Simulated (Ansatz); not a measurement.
Molecule (SMILES): OO (H2O2).
Atoms: O1, O2, H3, H4. Bonds: O1-O2, O1-H3, O2-H4.

Basis-set convergence of the optimised O1-H3 bond length at MP2 with Ansatz (a first-principles code). The reference of a correlated method is not its basis-set limit, which lies further on. All functions are spherical. Cores are frozen. Core-valence sets carry the plain set on hydrogen. No added dispersion term, no relativity. Reference: the value in def2-QZVPPD, 0.9638 Å, itself unsure by roughly 0.0006 Å (its mean distance from pcseg-3, def2-QZVPP, cc-pVQZ). Deviations are taken from unrounded values. Cost is core time over that of 6-311++G(2d,2p), rough, on shared machines of one kind; a dash marks a row that isn't timed (too short, read off another run, short of memory, by another algorithm or on other hardware). It counts the whole optimisation.

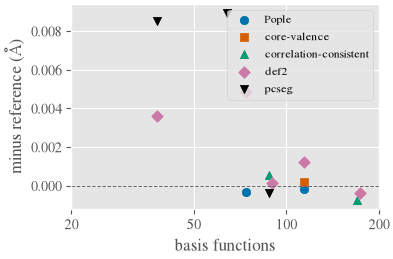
Figure: Deviation from the reference against the number of basis functions, by family of sets.

```json
[
 {"basis": "def2-SVP", "functions": "38", "optimised O1-H3 bond length (Å)": "0.9675", "minus reference (Å)": "0.0036", "cost": "-"},
 {"basis": "pcseg-1", "functions": "38", "optimised O1-H3 bond length (Å)": "0.9723", "minus reference (Å)": "0.0085", "cost": "-"},
 {"basis": "aug-pcseg-1", "functions": "64", "optimised O1-H3 bond length (Å)": "0.9728", "minus reference (Å)": "0.0089", "cost": "0.8×"},
 {"basis": "6-311++G(2d,2p)", "functions": "74", "optimised O1-H3 bond length (Å)": "0.9635", "minus reference (Å)": "-0.0003", "cost": "1×"},
 {"basis": "def2-TZVP", "functions": "74", "optimised O1-H3 bond length (Å)": "0.9687", "minus reference (Å)": "0.0048", "cost": "0.8×"},
 {"basis": "cc-pVTZ", "functions": "88", "optimised O1-H3 bond length (Å)": "0.9644", "minus reference (Å)": "0.0005", "cost": "3×"},
 {"basis": "pcseg-2", "functions": "88", "optimised O1-H3 bond length (Å)": "0.9634", "minus reference (Å)": "-0.0004", "cost": "2×"},
 {"basis": "def2-TZVPP", "functions": "90", "optimised O1-H3 bond length (Å)": "0.9640", "minus reference (Å)": "0.0002", "cost": "4×"},
 {"basis": "6-311++G(3df,3pd)", "functions": "114", "optimised O1-H3 bond length (Å)": "0.9636", "minus reference (Å)": "-0.0002", "cost": "4×"},
 {"basis": "cc-pCVTZ", "functions": "114", "optimised O1-H3 bond length (Å)": "0.9640", "minus reference (Å)": "0.0002", "cost": "5×"},
 {"basis": "def2-TZVPPD", "functions": "114", "optimised O1-H3 bond length (Å)": "0.9651", "minus reference (Å)": "0.0012", "cost": "5×"},
 {"basis": "cc-pVQZ", "functions": "170", "optimised O1-H3 bond length (Å)": "0.9631", "minus reference (Å)": "-0.0007", "cost": "10×"},
 {"basis": "def2-QZVPP", "functions": "174", "optimised O1-H3 bond length (Å)": "0.9634", "minus reference (Å)": "-0.0004", "cost": "10×"}
]
```
